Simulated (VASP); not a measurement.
Band structure of BN (wurtzite). These are PBE GGA with D3 dispersion (zero damping), VASP's PBE PAW potentials (set 64) (plane waves; VASP 6.6.1) values and carry that method's errors.

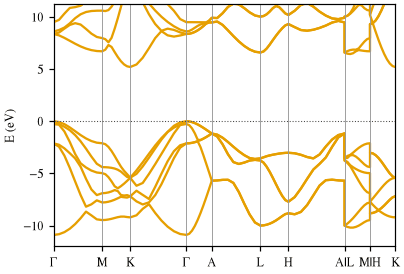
Figure: Bands along high-symmetry lines, zero at the valence-band maximum or, without a gap, the Fermi level

Read the plot: is there a gap, and where are the band edges?

The gap is indirect, 5.20 eV, from the valence maximum at Γ to the conduction minimum at K. (Edges off the drawn lines would not show.)

The compound is BN in the wurtzite structure, a metastable high-pressure form. It was relaxed first.
